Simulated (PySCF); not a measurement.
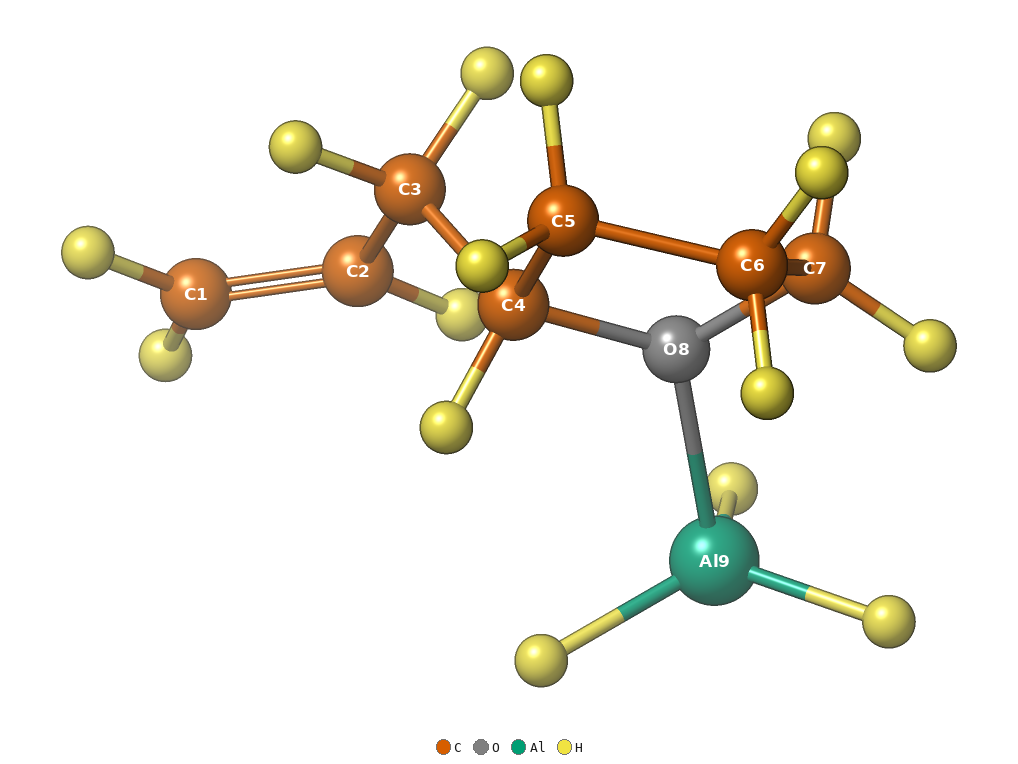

Distant atoms are faded towards the background colour. Computed geometry: PBE0-D3(BJ)/def2-SVP optimisation. No frequency run is at hand to confirm it as a minimum.

### What is the conformation of the ring C4–C5–C6–C7–O8?

It is a twist (half-chair). The Cremer–Pople amplitude Q is 0.38 Å.

### Give the torsion angles round the ring, beginning with the bond from its second to its third atom.

33°, −40°, 33°, −12°, −14°.
